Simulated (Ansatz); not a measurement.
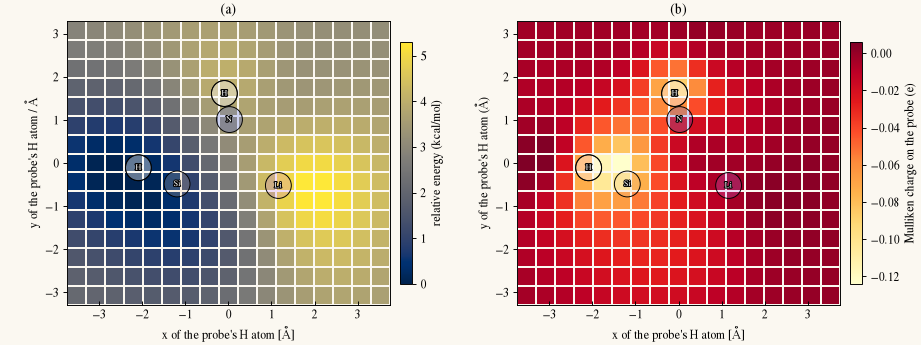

H₄LiNSi (SMILES [Li][SiH2]N) with the probe H2O. The probe is moved over a plane parallel to the molecule's main plane, 2.85 Å above it. First axis: x of the probe's H atom. Second axis: y of the probe's H atom. Nothing is relaxed (molecule and probe rigid, the probe upright with H nearest the plane). The scan uses a 17 × 15 grid. Points are written as (first, second). Energies: kcal/mol, counted from the lowest grid point. Level of theory: RKS CAM-B3LYP-D4/def2-SVPD in Ansatz.

Panel (a) is the energy; panel (b) is the computed Mulliken charge on the probe, in e.

Drawn: one coloured cell a grid point, labelled circles for the molecule's atoms, projected on the plane.

Question: How does the Mulliken charge on the probe vary over the map, and what is it at the lowest grid point?

Answer: Leaving out the highest fifth of the energies, it runs from −0.12 e at (−1.32 Å, 0.00 Å) to 0.01 e at (−3.52 Å, 0.00 Å). At the lowest grid point, (−2.64 Å, 0.00 Å), it is −0.02 e.

```tsv
y of the probe's H atom ↓, x of the probe's H atom →	−3.52	−2.64	−1.76	−0.88	0.00	0.88	1.76	2.64	3.52
3.08	0.00	0.00	0.00	0.00	0.00	0.00	0.00	0.00	0.00
2.64	0.00	0.00	0.00	−0.01	−0.01	0.00	0.00	0.00	0.00
2.20	−0.01	−0.01	−0.01	−0.02	−0.05	−0.02	−0.01	0.00	0.00
1.76	−0.01	−0.01	−0.01	−0.04	−0.09	−0.03	−0.01	0.00	0.00
1.32	−0.01	−0.01	−0.03	−0.04	−0.06	−0.03	−0.01	0.00	0.00
0.88	0.00	−0.01	−0.04	−0.05	−0.03	−0.01	−0.01	0.00	0.00
0.44	0.00	−0.01	−0.07	−0.06	−0.02	−0.01	−0.01	0.00	0.00
0.00	0.01	−0.02	−0.12	−0.08	−0.02	0.00	0.00	0.00	0.00
−0.44	0.00	−0.03	−0.10	−0.07	−0.02	−0.01	0.00	0.00	0.00
−0.88	−0.01	−0.03	−0.07	−0.05	−0.03	−0.01	0.00	0.00	0.00
−1.32	−0.01	−0.03	−0.05	−0.04	−0.03	−0.01	0.00	0.00	0.00
−1.76	−0.01	−0.02	−0.03	−0.04	−0.03	−0.02	0.00	0.00	0.00
−2.20	−0.01	−0.01	−0.02	−0.03	−0.03	−0.02	−0.01	0.00	0.00
−2.64	−0.01	−0.01	−0.02	−0.02	−0.02	−0.01	−0.01	0.00	0.00
−3.08	0.00	−0.01	−0.01	−0.02	−0.02	−0.01	0.00	0.00	0.00
```

The table holds every second grid line.
